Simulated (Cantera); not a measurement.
A closed system holds: 1 mol (CH3)2SiCl2, 0.017 mol HCl, 5 mol H2, 0.062 mol C3H8, at 0.260 bar.

These are equilibrium values from Cantera (NASA tables, ideal gas, pure condensed phases), not measurements of a reactor. Candidate condensed phases: C, C6H6, C7H8, C8H18, Si, SiC; 109 gas species. The feed counts by its element totals alone. The tables' values for SiCl, SiCl3 are old estimates; treat these amounts as uncertain. Gases not in the tables: Si2H6 and higher silanes. Kinetics and transport are ignored.

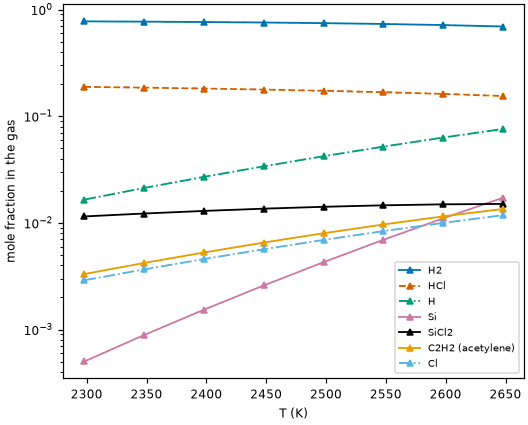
Figure. Equilibrium gas composition (values under 1e-9 drawn at 1e-9)

Problem. Read off the mole fractions at 2548 K.

Solution. H2 about 0.73, HCl about 0.17, H about 0.052, SiCl2 about 0.015, C2H2 (acetylene) about 0.0097, Cl about 0.0084, Si about 0.0069.
